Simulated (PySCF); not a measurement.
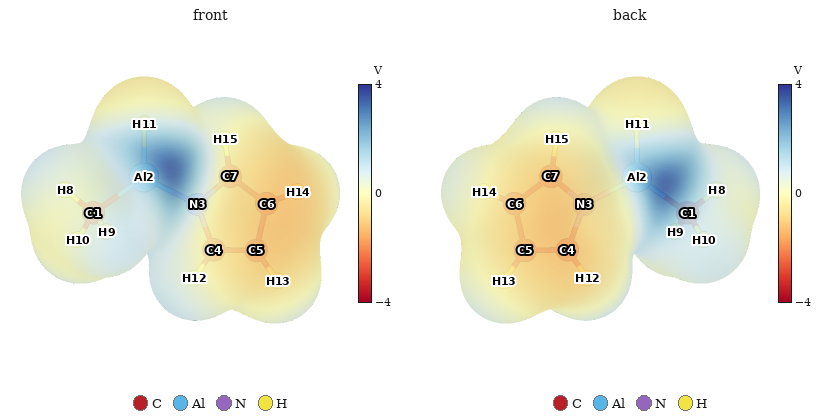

The picture shows: C5H8AlN (SMILES [CH3][AlH][n]1cccc1). The electrostatic potential painted on the density surface at 0.002 e/bohr³, seen from the front and from behind; red is negative and blue positive.

Geometry: GFN2-xTB.

These are results of PySCF, PBE0/pcSseg-1, SCF density, gas phase, non-relativistic, not measurements.

Input file:

```
{"job": {"kind": "nmr", "xc": "PBE0", "basis": "pcSseg-1"}, "charge": 0, "multiplicity": 1}
C      2.935257    -0.306701    -0.311709
Al     1.312006    -0.640750     0.772724
N     -0.362138    -0.040878     0.334879
C     -0.865652     0.696764    -0.709151
C     -2.208479     0.869743    -0.545703
C     -2.566941     0.211902     0.653445
C     -1.425778    -0.329829     1.164999
H      3.829574    -0.757828     0.130316
H      3.144090     0.762888    -0.432940
H      2.840447    -0.714854    -1.325112
H      1.269738    -1.435948     2.087196
H     -0.215943     1.042773    -1.493041
H     -2.871639     1.403251    -1.199553
H     -3.551193     0.154253     1.077024
H     -1.267764    -0.906795     2.062472
```

Launched as:

```sh
OMP_NUM_THREADS=1 python probes_run.py task.json out
```

Question: Where is the surface potential most negative and most positive?

Answer: The most negative region (about −1.2 V, or −28 kcal/mol for a unit charge) lies over the π face of C5 and C6, the most positive (about +3.3 V, or +76 kcal/mol for a unit charge) over Al2.

Question: What dipole moment does the calculation give?

Answer: Its dipole moment is 2.07 D.
